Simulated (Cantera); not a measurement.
Charge: 1 mol SiC, 0.26 mol N2O, 4.6 mol H2, equilibrated at 1 atm.

Cantera equilibrium calculation (NASA polynomials, part measured and part estimated; ideal gas, pure solids and liquids). Candidate condensed phases: C, C6H6, C7H8, C8H18, H2O, Si, SiC, SiO2, Si2N2O, Si3N4; 151 gas species. Mutual solubility and eutectic melting of coexisting phases are not modelled. The numbers say what is thermodynamically allowed, not how fast it happens.

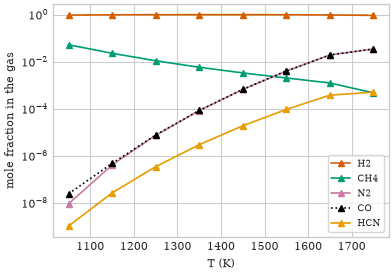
Figure. Equilibrium gas composition (values under 1e-9 drawn at 1e-9)

From 1050 K to 1650 K the condensed part is C(graphite) + SiC(s) + Si2N2O(s). At 1750 K the condensed part is SiC(s) + Si2N2O(s).
